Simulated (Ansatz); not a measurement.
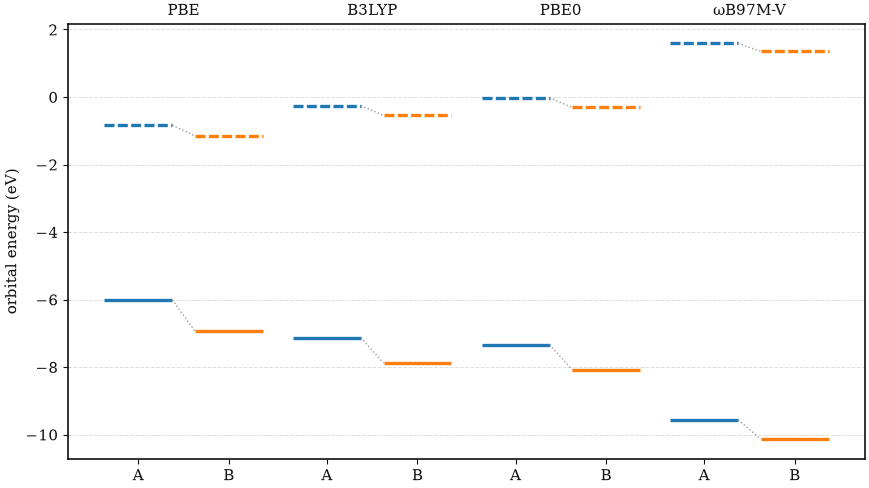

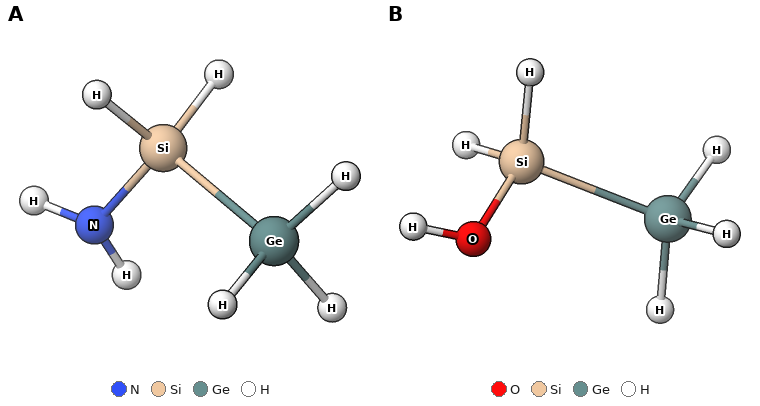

One change: A, GeSiNH₇ (SMILES N[SiH2][GeH3]), becomes B, GeSiH₆O (SMILES O[SiH2][GeH3]). NH₂ on Si is replaced by OH. HOMO (solid) and LUMO (dashed) computed in def2-TZVPP at PBE0-D4/def2-TZVP geometries, both minima by their frequencies, gas phase, the Ansatz code 0.2.0. Empty levels above zero depend strongly on the basis.

What does the change do to HOMO and LUMO?

PBE: the HOMO falls by 0.93 eV, the LUMO falls by 0.32 eV, and the separation goes from 5.17 to 5.78 eV. B3LYP: the HOMO falls by 0.75 eV, the LUMO falls by 0.29 eV, and the separation goes from 6.88 to 7.34 eV. PBE0: the HOMO falls by 0.74 eV, the LUMO falls by 0.28 eV, and the separation goes from 7.32 to 7.77 eV. ωB97M-V: the HOMO falls by 0.57 eV, the LUMO falls by 0.23 eV, and the separation goes from 11.15 to 11.49 eV.

Do the functionals agree on the effect?

They agree on the direction for both levels; the HOMO shift lies between −0.93 and −0.57 eV and the LUMO shift between −0.32 and −0.23 eV, while the separations themselves differ by up to 6.0 eV between functionals.
